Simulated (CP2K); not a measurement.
Acetic anhydride has these distinct O atoms: O3 (bonded to C) and O4 (bonded to 2 C).

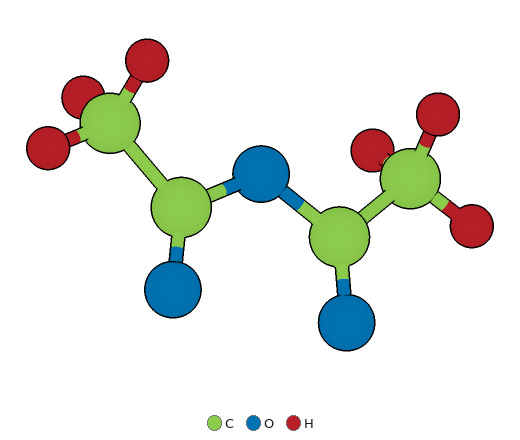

The molecule (carbon green, oxygen blue, hydrogen red).

```xyz
13

C    -2.3332    0.3596    0.3282
C    -1.2178    0.1245   -0.6555
O    -1.3185    0.0675   -1.8550
O    -0.0061   -0.0205    0.0681
C     1.2426   -0.2131   -0.5747
C     2.3159   -0.3069    0.4804
O     1.3979   -0.2828   -1.7676
H    -2.1290    1.2619    0.9198
H    -3.2728    0.4736   -0.2191
H    -2.4043   -0.4808    1.0313
H     3.2827   -0.4712   -0.0035
H     2.0974   -1.1291    1.1748
H     2.3451    0.6175    1.0728
```

Their partial O K spectra (CP2K XAS_TDP, all-electron GAPW, PBEh(45%), aug-cc-pVDZ, TDA, GW2X-corrected core level, no relativity) are given in random order, each times the number of alike atoms.

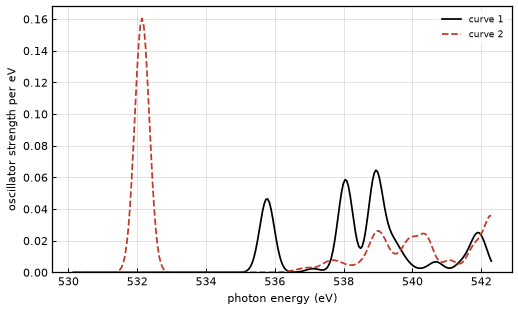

Gaussian full width 0.5 eV, oscillator strength per eV, alike atoms added, rows of zeros left out.

Which curve belongs to which atom?

Curve 1: O4 (bonded to 2 C), leading line at 535.77 eV (f = 0.025 an atom), ionisation energy 539.21 eV, term value 3.44 eV. Curve 2: O3 (bonded to C), leading line at 532.14 eV (f = 0.043 an atom), ionisation energy 538.30 eV, term value 6.16 eV. The leading line of an atom is its first one with 35 % of the strongest within 2.5 eV of its lowest line over the strength cut. A line lies at the core ionisation energy, which rises as an atom loses charge to its neighbours or to a π system, less the term value, which is large for a low π* or σ* orbital with weight on that atom.

[Banner, clock and machine lines of the logs are left out without a mark of their own.]

[Logs are printed without paths, hosts, clocks, repeated set-up lines and the standing remarks that a program may print on its own settings, such as how far it seeks lower states.]

[Hosts, paths, dates, database ids (printed as entryN), source tags and the programs' standing remarks are cut or masked in the printed files.]
